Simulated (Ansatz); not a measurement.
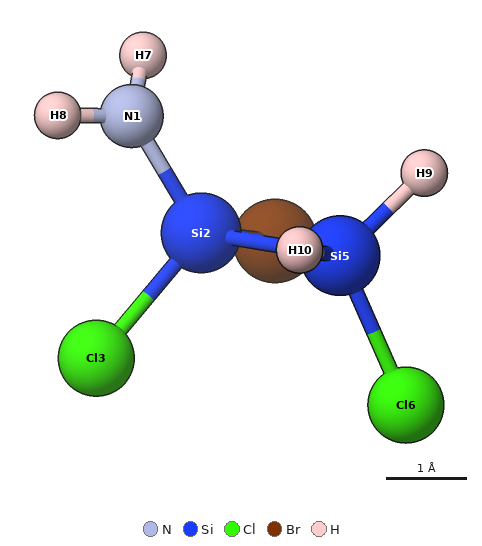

Figure 1. The input geometry (ball-and-stick view, seen at an oblique angle; atoms are numbered from 1 in the order of the input).

Phonon calculation of Si2NH4BrCl2

- system: Si2NH4BrCl2
- method: RKS PBE0-D4/def2-SVP (Ansatz 0.2.0)

It belongs to a series of runs on one base structure; here: vibrations at the highest image of the band. Figures and captions count atoms from 1; the log counts them from 0 in places.

### Input
```yaml
crystal:
  periodic: [false, false, false]
  atoms:
    - { symbol: "N", position_ang: [0.890408, -1.65059, -0.384522] }
    - { symbol: Si, position_ang: [-0.18713, -0.34223, -0.613584] }
    - { symbol: Cl, position_ang: [0.299025, 0.597688, -2.394839] }
    - { symbol: Br, position_ang: [-2.275598, -1.125414, -0.656133] }
    - { symbol: Si, position_ang: [-0.139912, 1.304621, 1.04138] }
    - { symbol: Cl, position_ang: [-1.458805, 2.803052, 0.482841] }
    - { symbol: H, position_ang: [0.561252, -2.552585, -0.062171] }
    - { symbol: H, position_ang: [1.737316, -1.719879, -0.937289] }
    - { symbol: H, position_ang: [-0.570759, 0.746144, 2.356316] }
    - { symbol: H, position_ang: [1.227305, 1.888093, 1.170901] }
basis:
  gaussian: { orbitals: def2-SVP }
hamiltonian:
  xc: pbe0
  dispersion: d4
phonons: {}
```

Machine: 2 threads of Arm Neoverse V2, 24 GiB of memory available, shared host.

Launch command:
```bash
ansatz run input.yaml --threads 2 --pin off --max-ram 3072MiB --backend cpu --events-out ev --progress --plain --runs-dir out
```

### The program's output
```
Engine: ansatz 0.2.0, aarch64-unknown-linux-gnu
Functional definition: PBE0
  parameter a = 0.25
  parameter kappa = 0.804
  parameter beta = 0.06672455060314922
  exchange = (1 - a)*pbe_x(kappa = kappa, mu = beta*pi^2/3) + a*exact_x
  correlation = pbe_c(beta = beta)
1402 factors; integrals over basis functions are off by at most 3.0e-4 eV
mean field evaluation 1: about -112355.0235 eV, gradient 4.9e1 eV
mean field evaluation 2: about -112347.4057 eV, gradient 7.3e1 eV
mean field evaluation 4: about -112359.8359 eV, gradient 2.4e0 eV
mean field evaluation 8: about -112359.8581 eV, gradient 2.2e-1 eV
mean field evaluation 16: about -112359.8582 eV, gradient 1.8e-5 eV
mean field -112359.85823207 eV, -4129.1486297812 hartree, gradient 1.8e-5 eV, S^2 0.000000; 0 other end points of the search recorded, 0 dependent functions left out
the calculation of the forces begins
reference -112359.85826035 eV, -4129.1486308206 hartree; 54, 54 occupied and 84, 84 virtual orbitals, 1402 factors
these checks for a lower state are left out or cut short: stability, starts, cluster_reference, orbital_swaps, neighbouring_geometries, increment
1402 factors; integrals over basis functions are off by at most 2.9e-4 eV
mean field -112359.85815729 eV, -4129.1486270333 hartree, gradient 2.0e-6 eV, S^2 0.000000; 0 other end points of the search recorded, 0 dependent functions left out
[... from here on the field's lines of each further geometry are left out, up to the last ...]
the calculation of the forces begins
reference -112359.85825950 eV, -4129.1486307891 hartree; 54, 54 occupied and 84, 84 virtual orbitals, 1402 factors
these checks for a lower state are left out or cut short: stability, starts, cluster_reference, orbital_swaps, neighbouring_geometries, increment
1402 factors; integrals over basis functions are off by at most 3.0e-4 eV
mean field -112359.85822081 eV, -4129.1486293675 hartree, gradient 7.0e-6 eV, S^2 0.000000; 0 other end points of the search recorded, 0 dependent functions left out
the calculation of the forces begins
reference -112359.85824909 eV, -4129.1486304068 hartree; 54, 54 occupied and 84, 84 virtual orbitals, 1402 factors
WARN: phonons: modes at or below zero, which the zero-point energy, F, S and C_V leave out: 1, the lowest at -139.95 cm⁻¹. A minimum has none, and a first-order saddle one
Total energy: -112360.21293383 eV, -4129.1616648306 hartree
Atom 0 at     0.890408    -1.650590    -0.384522 Å, force     0.025141     0.000784    -0.015693 eV/Å
Atom 1 at    -0.187130    -0.342230    -0.613584 Å, force    -0.005349     0.025471     0.016719 eV/Å
Atom 2 at     0.299025     0.597688    -2.394839 Å, force     0.003506    -0.012511     0.003543 eV/Å
Atom 3 at    -2.275598    -1.125414    -0.656133 Å, force    -0.006029    -0.009086    -0.011405 eV/Å
Atom 4 at    -0.139912     1.304621     1.041380 Å, force    -0.004530    -0.001934    -0.004544 eV/Å
Atom 5 at    -1.458805     2.803052     0.482841 Å, force     0.001063    -0.001960     0.008924 eV/Å
Atom 6 at     0.561252    -2.552585    -0.062171 Å, force    -0.018449    -0.006297     0.010093 eV/Å
Atom 7 at     1.737316    -1.719879    -0.937289 Å, force    -0.003470     0.003082     0.002281 eV/Å
Atom 8 at    -0.570759     0.746144     2.356316 Å, force     0.008992    -0.001989    -0.008092 eV/Å
Atom 9 at     1.227305     1.888093     1.170901 Å, force    -0.000874     0.004441    -0.001826 eV/Å
Dipole moment:     0.486428    -0.521414     0.182607 e Å
Vibrations: -139.95 35.59 56.75 102.76 123.80 189.03 225.22 243.63 300.39 355.12 469.98 505.29 547.64 581.17 688.09 805.49 816.46 898.56 932.74 1520.33 2234.95 2246.14 3616.35 3725.77 cm⁻¹, zero-point energy 1.315549 eV
```

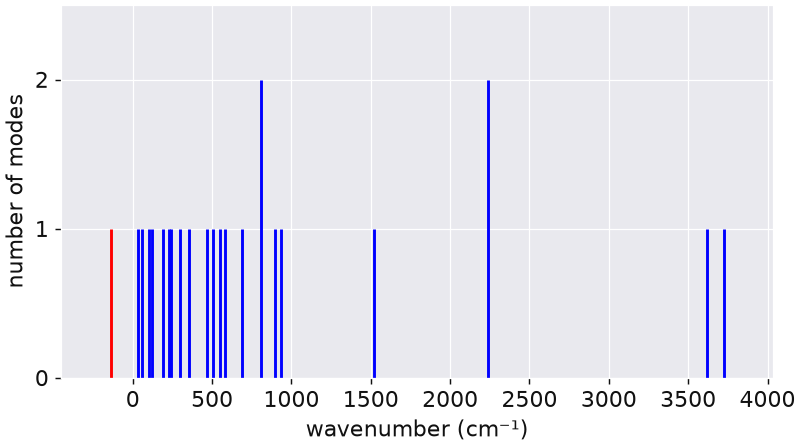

Figure 2. Harmonic vibrational wavenumbers from the force constants; neighbouring modes closer than 18 cm⁻¹ are counted in one stick, and imaginary ones are drawn at negative wavenumbers. 24 modes from 140i to 3726 cm⁻¹, 1 imaginary beyond 8i (140i cm⁻¹): a first-order saddle point, if the geometry is stationary.

### Key numbers

- outcome: converged
- total energy: −112360.2129 eV
- mean-field energy: −112359.8583 eV
- largest force (length of the vector): 0.031 eV/Å
- wall time: 3.5 min (CPU time 6.9 min)
- peak memory: 0.41 GiB
